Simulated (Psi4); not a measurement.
HBr (hydrogen bromide): the dipole moment, rung by rung

HBr: 2 atoms, total charge 0, spin state singlet. As SMILES, `Br`. Geometry: optimised at PBE0/def2-TZVP.

```xyz
2

Br   -0.5868    0.1982   -0.3365
H     0.6114   -0.2255    0.2984
```

Quantity: the dipole moment, in D. The values are calculated.

Measured value to compare with: NIST CCCBDB gives the dipole moment of the gas as 0.83 D.

| level | kind | program | value (D) | computed − measured |
| --- | --- | --- | --- | --- |
| PBE-D4/def2-TZVPP (density fitting) | GGA | Psi4 | 0.89 | +0.06 |
| r2SCAN-D4/def2-TZVPP (density fitting) | meta-GGA | Psi4 | 0.95 | +0.12 |
| PBE0-D4/def2-TZVPP (density fitting) | global hybrid | Psi4 | 0.94 | +0.11 |
| wB97M-V/def2-TZVPP (density fitting) | range-separated hybrid | Psi4 | 0.92 | +0.09 |

Nearest: PBE-D4/def2-TZVPP (density fitting) (+0.06 D); farthest: r2SCAN-D4/def2-TZVPP (density fitting) (+0.12 D). The measured dipole is a vibrational average, so differences of a few hundredths of a debye mean little. Computed less measured by kind, in D (def2-TZVPP rows): GGA +0.06; meta-GGA +0.12; global hybrid +0.11; range-separated hybrid +0.09. All-electron rows without a relativistic Hamiltonian named are non-relativistic. Magnitudes only.

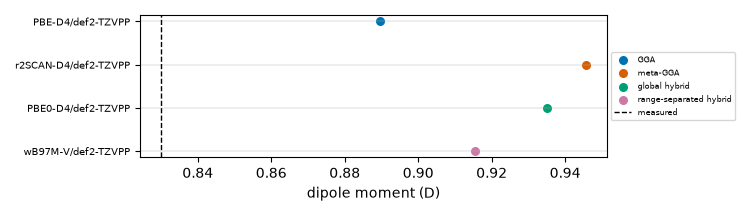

The values of the table, level by level.
